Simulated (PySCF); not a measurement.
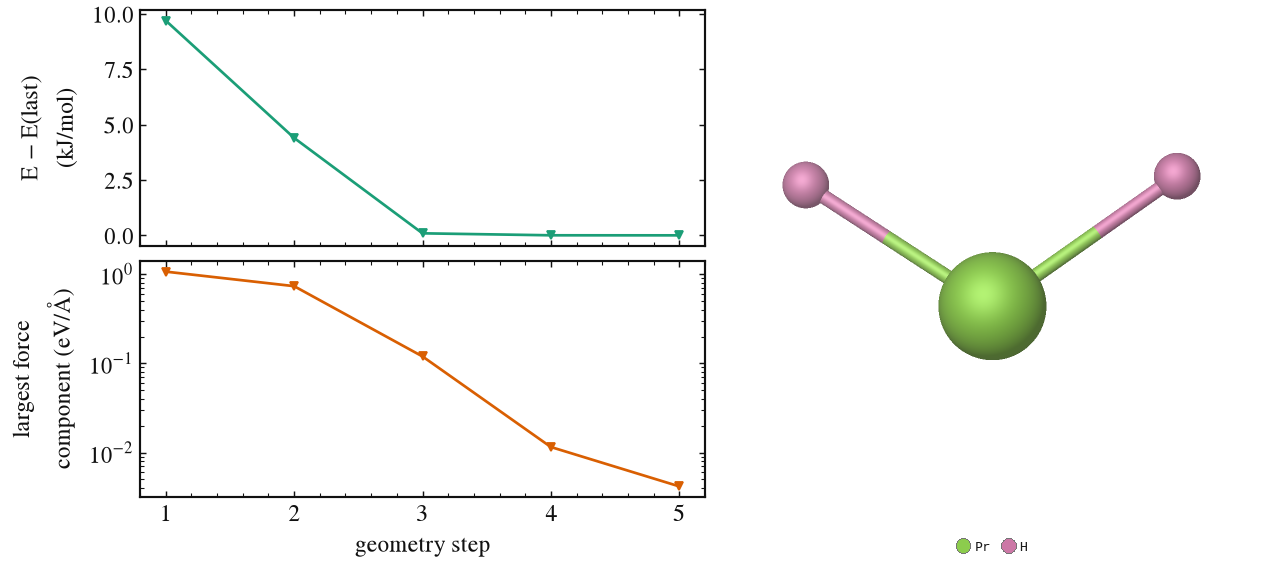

Beside the plot: the molecule at the start.

History of a geometry optimisation. The start has point group C2v, which is kept. A held symmetry can leave a saddle point.

H2Pr molecule (charge +1); RKS-based PBE0, Pr def2-TZVP with ECP28, H def2-TZVP; non-relativistic Hamiltonian with scalar-relativistic core potentials; density fitting (PySCF).

**How did the optimisation end?**

The optimisation met its thresholds at geometry 5, counting the start as the first. The energy fell by about 9.7 kJ/mol from the first step to the last. The largest force component goes from about 1.1 eV/Å at the start to 4 × 10⁻³ eV/Å at the end.
